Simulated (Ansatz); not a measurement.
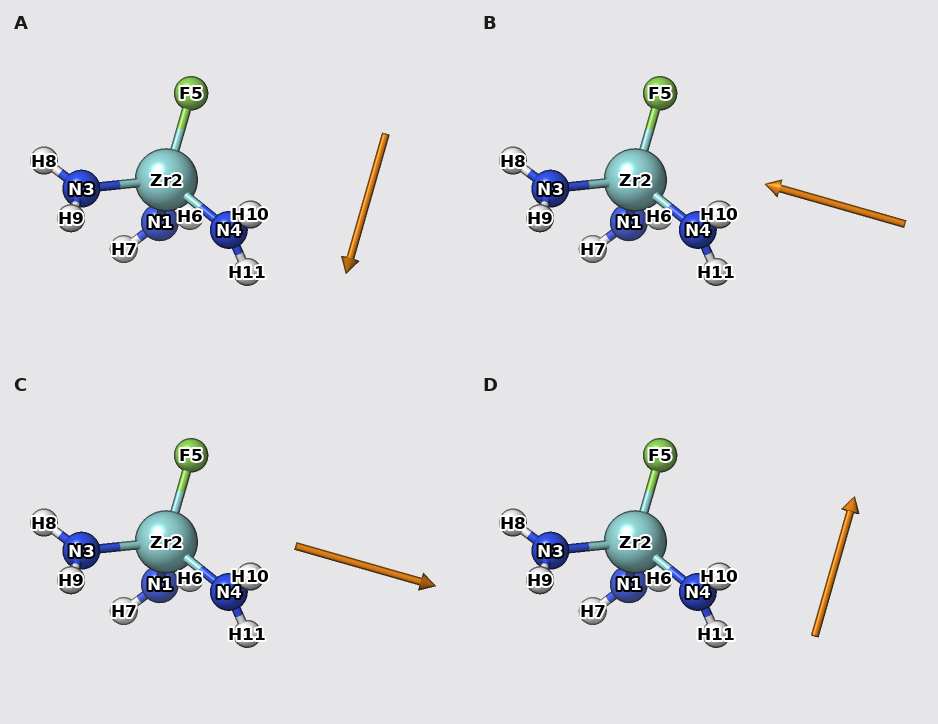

The same molecule four times, each with an arrow. The species is neutral and a spin singlet. The geometry was computed by an optimisation with PBE0-D4/def2-TZVP. Level of theory: RKS B3LYP-D4/def2-TZVPP, core potentials on Zr (Ansatz 0.2.0).

### Which arrow points along the dipole moment, from the negative to the positive end?

A. The dipole moment is 1.99 D; it points from the side of F5 to the side of H7, H9, H11 (the outermost atoms at the two ends).
